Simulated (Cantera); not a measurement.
Charge: 1 mol Si, 0.64 mol O2, 12 mol N2, equilibrated at 0.170 Pa.

Equilibrium computed with Cantera from the NASA thermochemical tables; the gas is ideal and each condensed phase is pure. Candidate condensed phases: Si, SiO2, Si2N2O, Si3N4; 16 gas species. N2 is the only nitrogen source here; it is nearly inert below about 1500 K, so the nitride shown seldom forms there in practice. Mutual solubility and eutectic melting of coexisting phases are not modelled. The tables hold silica as quartz up to 1696 K and as liquid above; real silica turns to tridymite and cristobalite and melts near 1996 K. Equilibrium is a limit: real reactors are often held back by kinetics, nucleation or transport.

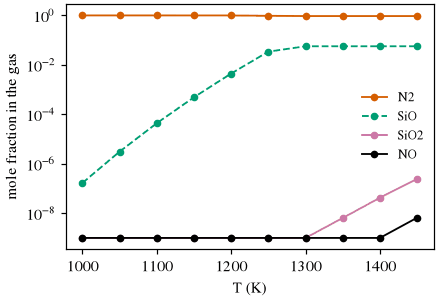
Fig. 1. Equilibrium gas composition (values under 1e-9 drawn at 1e-9)

From 1000 K to 1250 K the condensed part is SiO2(β-quartz) + Si2N2O(s). From 1300 K to 1450 K the condensed part is SiO2(β-quartz). The main Si-bearing gas is SiO throughout.
